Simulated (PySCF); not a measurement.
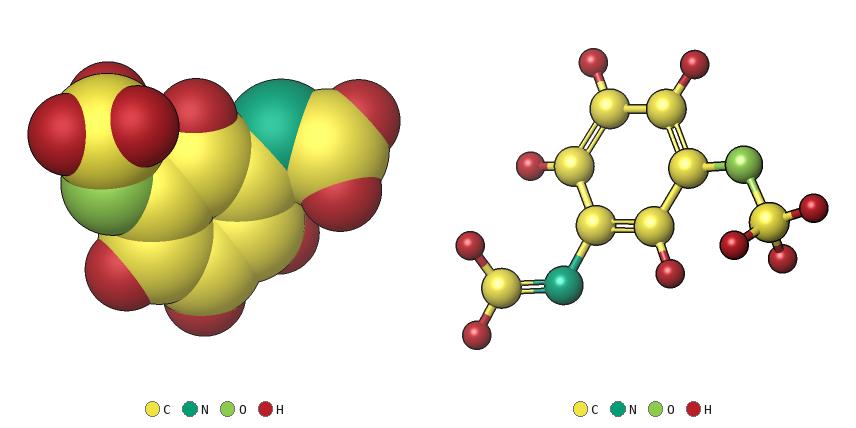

Both panels show the same species.

The computed structure is the end point of a PBE0-D3(BJ)/def2-SVP optimisation. No frequency run is at hand to confirm it as a minimum.

Count the atoms of each element.

Answer. C8H9NO, 19 atoms: 8 carbon, 9 hydrogen, 1 nitrogen and 1 oxygen.

Give the symmetry (Schoenflies symbol).

Answer. C1.

Describe its rings.

Answer. Independent rings (smallest set): 1 of 6 members, 1 of them aromatic.

Name functional groups in it.

Answer. Among them: ether, imine.

How many bonds of each kind are drawn?

Answer. 9 C–H, 6 C–C, 2 C–N, 2 C–O.

More results for the same structure follow; atom numbers are the same in all pictures, views and colours differ.

## Shape

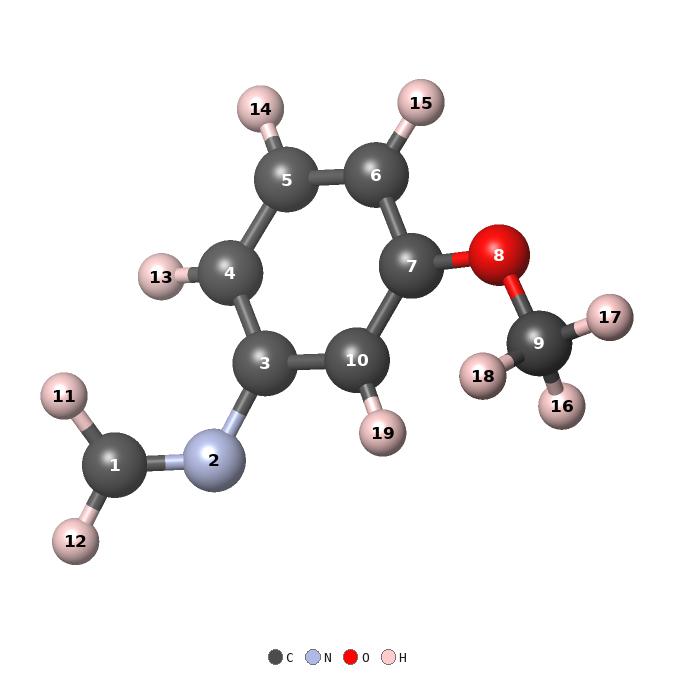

Numbered structure. No frequency run is at hand to confirm it as a minimum.

List the bonds and their lengths. Leave out bonds to hydrogen.

| bond | length (Å) | order |
| --- | --- | --- |
| C1–N2 | 1.266 | double |
| N2–C3 | 1.401 | single |
| C3–C4 | 1.399 | aromatic |
| C3–C10 | 1.404 | aromatic |
| C4–C5 | 1.396 | aromatic |
| C5–C6 | 1.387 | aromatic |
| C6–C7 | 1.404 | aromatic |
| C7–O8 | 1.348 | single |
| C7–C10 | 1.395 | aromatic |
| O8–C9 | 1.400 | single |

## NMR shielding

The questions are on isotropic NMR shieldings of the C atoms. No frequency run is at hand to confirm it as a minimum. Properties computed with GIAO PBE0/pcSseg-1 NMR shielding, non-relativistic, IEF-PCM water (PySCF 2.14.0).

Give the isotropic NMR shieldings of the C atoms atom by atom.

```
atom  σ (ppm)
  C1     19.9
  C3     24.5
  C4     71.8
  C5     48.1
  C6     64.5
  C7     19.3
  C9    130.1
 C10     75.2
```

## Electronic properties

No frequency run is at hand to confirm it as a minimum. Properties computed with PBE0/pcSseg-1 in chloroform (IEF-PCM) (PySCF 2.14.0).

Estimate the LUMO energy (Kohn–Sham orbital).

Answer. −1.17 eV.

Estimate the dipole moment.

Answer. 1.50 D.

What is the HOMO energy (Kohn–Sham orbital)?

Answer. −6.46 eV.

## Charges

The questions are on Mulliken charges. No frequency run is at hand to confirm it as a minimum. Level of theory: PBE0/pcSseg-1 in chloroform (IEF-PCM) (PySCF 2.14.0).

Which atom carries the highest charge (most positive or least negative)?

Answer. C7 (0.24 e).

And the lowest?

Answer. O8 (−0.49 e).

List the Mulliken charges.

| atom | value (e) |
| --- | --- |
| C1 | 0.01 |
| N2 | −0.43 |
| C3 | 0.01 |
| C4 | −0.06 |
| C5 | −0.08 |
| C6 | −0.11 |
| C7 | 0.24 |
| O8 | −0.49 |
| C9 | −0.06 |
| C10 | −0.12 |
| H11 | 0.13 |
| H12 | 0.14 |
| H13 | 0.11 |
| H14 | 0.11 |
| H15 | 0.11 |
| H16 | 0.12 |
| H17 | 0.14 |
| H18 | 0.12 |
| H19 | 0.11 |

Mulliken values depend strongly on the basis set and can even reverse the polarity of a bond.
